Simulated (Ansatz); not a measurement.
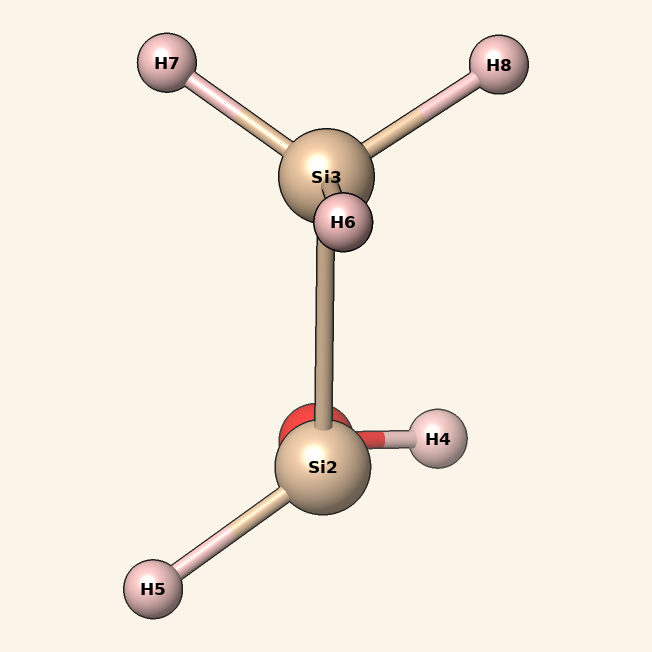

Simulated data, not a measurement (program: Ansatz).

O1 lies behind Si2. The molecule seen nearly along the Si2–O1 bond, Si2 in front. Depth is shown by fading: the farther an atom, the more it takes the colour of the background. The species is neutral and a spin doublet. Geometry: moved along internal coordinates away from the minimum.

What is the torsion angle Si3–Si2–O1–H4? The sign is positive where the front bond must turn clockwise to cover the back bond.

Answer. 92°, about perpendicular.
